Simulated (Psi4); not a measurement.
# SiH3O2 (SMILES O[SiH]O) at UHF/STO-3G

What is the vertical ionisation energy of SiH3O2 at UHF/STO-3G? 

Program for the calculation: Psi4 1.11.

1 further run of the same task is left out (set aside as unsound or not needed).

### 1 The molecule

The species is SiH3O2 (6 atoms), meant as a doublet with charge 0. As SMILES, `O[SiH]O`. The shape is that of a PBE0-D4/def2-TZVP optimisation. This is one conformer, not always the lowest.

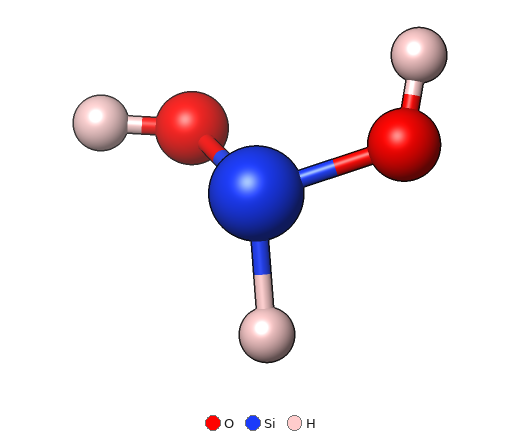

The structure, seen from a chosen angle (oxygen red, silicon blue, hydrogen pink).

### 2 Energy and gradient at UHF/STO-3G

calc.dat reads:

```
memory 1600 MB

molecule molecule1 {
  0 2
  O     -1.186200    -0.443400    -0.202500
  Si     0.358900     0.083300    -0.457100
  O      1.071000     0.255000     1.010900
  H     -1.625300    -0.879000    -0.934700
  H      0.393800     1.459300    -1.043800
  H      0.987700    -0.475200     1.627200
  symmetry c1
}

set basis STO-3G
set reference uhf
set puream true
set e_convergence 1e-09
set d_convergence 1e-08
set scf_type pk
set maxiter 200

E, wfn = gradient("hf", return_wfn=True)
oeprop(wfn, "WIBERG_LOWDIN_INDICES", "QUADRUPOLE", "DIPOLE")
print_variables()
```

Started as:

```bash
$ psi4 -n 1 calc.dat calc.out
```

calc.out:

```text
[...]
  Running in c1 symmetry.
[...]
  Nuclear repulsion =  111.608997635231759
[...]
  Multiplicity = 2
[...]
  Nalpha       = 17
  Nbeta        = 16
[...]
    Number of basis functions: 22
[...]
   @UHF iter   1:  -434.90244896686454   -1.93178e+00   1.50662e-02 ADIIS/DIIS
[...]
   @UHF iter  14:  -434.99234769583029   -1.13687e-13   3.93908e-09 DIIS
[...]
   @S^2 Observed:                7.548408756E-01
[...]
    Orbital Energies [Eh]
    ---------------------
    Alpha Occupied:
       1A    -67.963625     2A    -20.172547     3A    -20.171104
       4A     -5.959276     5A     -3.992219     6A     -3.978754
       7A     -3.977698     8A     -1.252985     9A     -1.224827
      10A     -0.672128    11A     -0.564133    12A     -0.499711
      13A     -0.461316    14A     -0.402977    15A     -0.375227
      16A     -0.357274    17A     -0.206119
    Alpha Virtual:
      18A      0.503343    19A      0.513770    20A      0.552867
      21A      0.742252    22A      0.767895
[...]
  @UHF Final Energy:  -434.99234769583029
   => Energetics <=
    Nuclear Repulsion Energy =            111.6089976352317592
    One-Electron Energy =                -829.2651520956036393
    Two-Electron Energy =                 282.6638067645416186
    Total Energy =                       -434.9923476958302899
  UHF NO Occupations:
  HONO-2 :   15  A 1.9992115
  HONO-1 :   16  A 1.9987342
[...]
  -Total Gradient:
     Atom            X                  Y                   Z
    ------   -----------------  -----------------  -----------------
       1        0.009569212500    -0.012807990670    -0.039268428737
       2       -0.014623752604    -0.012858297193     0.042111895426
       3       -0.012185986442    -0.035484565639    -0.004916183442
       4        0.004048270555     0.010378574477     0.026894367289
       5        0.004911251891     0.024833560580    -0.014802716712
       6        0.008281004099     0.025938718446    -0.010018933826
[...]
 Multipole Moments:
 ------------------------------------------------------------------------------------
     Multipole            Electronic (a.u.)      Nuclear  (a.u.)        Total (a.u.)
 ------------------------------------------------------------------------------------
 L = 1.  Multiply by 2.5417464519 to convert [e a0] to [Debye]
 Dipole X            :          0.6038416           -0.5803200            0.0235216
 Dipole Y            :         -0.8835410            0.1254905           -0.7580504
 Dipole Z            :         -0.3031716           -0.3258423           -0.6290139
 Magnitude           :                                                    0.9853183
 L = 2.  Multiply by 1.3450342976 to convert [e a0^2] to [Debye ang]
 Quadrupole XX       :       -108.5970167           91.2763889          -17.3206278
 Quadrupole XY       :        -30.7866040           29.8969665           -0.8896375
[...]
```

It took 2.5 s on 1 thread of Intel Xeon Platinum 8259CL at 2.50GHz (Skylake/Cascade Lake), shared host; peak memory 0.18 GiB.

### 3 The singlet cation: a single-point energy at HF/STO-3G

h3o2si.xyz reads:

```xyz
6
H3O2Si
O     -1.186200    -0.443400    -0.202500
Si     0.358900     0.083300    -0.457100
O      1.071000     0.255000     1.010900
H     -1.625300    -0.879000    -0.934700
H      0.393800     1.459300    -1.043800
H      0.987700    -0.475200     1.627200
```

run.py reads:

```python
import psi4

psi4.set_memory('1600 MB')
psi4.set_num_threads(1)
psi4.core.set_output_file('h3o2si.out', False)

with open('h3o2si.xyz') as f:
    atoms = ''.join(f.readlines()[2:])
m = psi4.geometry('1 1\n' + atoms + 'symmetry c1\nno_reorient\nno_com')

psi4.set_options({
    'puream': True,
    'e_convergence': 1e-09,
    'd_convergence': 1e-08,
    'scf_type': 'pk',
})

energy_value = psi4.energy("scf/STO-3G", molecule=m)
print('E =', round(energy_value, 9))
for k, v in sorted(psi4.core.scalar_variables().items()):
    print(f'{k:45s} {v:18.10f}')
```

Started as:

```bash
$ python run.py
```

h3o2si.out:

```text
[...]
  Running in c1 symmetry.
[...]
  Nuclear repulsion =  111.608997635231759
[...]
  Multiplicity = 1
[...]
  Nalpha       = 16
  Nbeta        = 16
[...]
    Number of basis functions: 22
[...]
   @RHF iter   1:  -434.66538520553098   -1.69471e+00   1.79592e-02 DIIS/ADIIS
[...]
   @RHF iter  13:  -434.80803913913388   -1.02318e-12   6.32612e-09 DIIS
[...]
    Orbital Energies [Eh]
    ---------------------
    Doubly Occupied:
       1A    -68.379411     2A    -20.537141     3A    -20.533538
       4A     -6.353209     5A     -4.377488     6A     -4.376872
       7A     -4.376689     8A     -1.555238     9A     -1.526127
      10A     -0.960192    11A     -0.866515    12A     -0.784121
      13A     -0.726673    14A     -0.678198    15A     -0.663078
      16A     -0.637253
[...]
  @RHF Final Energy:  -434.80803913913388
   => Energetics <=
    Nuclear Repulsion Energy =            111.6089976352317592
    One-Electron Energy =                -818.1705840595043355
    Two-Electron Energy =                 271.7535472851387226
    Total Energy =                       -434.8080391391338821
[...]
 Multipole Moments:
 ------------------------------------------------------------------------------------
     Multipole            Electronic (a.u.)      Nuclear  (a.u.)        Total (a.u.)
 ------------------------------------------------------------------------------------
 L = 1.  Multiply by 2.5417464519 to convert [e a0] to [Debye]
 Dipole X            :         -6.7863847            7.2928311            0.5064463
 Dipole Y            :         -0.3829359           -0.4457864           -0.8287223
 Dipole Z            :         -0.7339165           -0.5357374           -1.2696539
 Magnitude           :                                                    1.5985273
[...]
```

Standard output:

```text
E = -434.808039139
CURRENT ENERGY                                   -434.8080391391
CURRENT REFERENCE ENERGY                         -434.8080391391
DD SOLVATION ENERGY                                 0.0000000000
HF KINETIC ENERGY                                 428.9010370626
HF POTENTIAL ENERGY                              -863.7090762017
HF TOTAL ENERGY                                  -434.8080391391
HF VIRIAL RATIO                                     2.0137724127
NUCLEAR REPULSION ENERGY                          111.6089976352
ONE-ELECTRON ENERGY                              -818.1705840595
PCM POLARIZATION ENERGY                             0.0000000000
PE ENERGY                                           0.0000000000
SCF ITERATION ENERGY                             -434.8080391391
SCF ITERATIONS                                     13.0000000000
SCF TOTAL ENERGY                                 -434.8080391391
TWO-ELECTRON ENERGY                               271.7535472851
```

Run time: 2.3 s. Hardware: 1 thread of Intel Xeon Platinum 8259CL at 2.50GHz (Skylake/Cascade Lake), shared host; peak memory 0.18 GiB.

### 4 What came out

At UHF/STO-3G:

| quantity | value |
| --- | --- |
| doublet SiH3O2: total energy | -434.99235 Eh |
| doublet SiH3O2: dipole moment | 2.50 D |
| doublet SiH3O2: HOMO energy (highest over α and β) | -5.61 eV |
| doublet SiH3O2: LUMO energy (lowest over α and β) | 6.30 eV |
| doublet SiH3O2: ⟨S²⟩ | 0.755 |
| doublet SiH3O2: largest force on an atom | 2.386 eV/Å |
| singlet cation: total energy | -434.80804 Eh |
| singlet cation: HOMO energy | -17.34 eV |
| singlet cation: LUMO energy | -4.34 eV |
| singlet cation: HOMO–LUMO gap | 13.00 eV |
| vertical ionisation energy (to the singlet cation) | 5.015 eV |

What this shows: The vertical ionisation energy comes to 5.02 eV (484 kJ/mol). The largest force (doublet SiH3O2) is 2.39 eV/Å: the shape isn't a stationary point for this species at this level. Only the singlet of the ionised species was computed; a triplet could lie lower. In a minimal basis such a difference can be off by several eV, whatever the method.
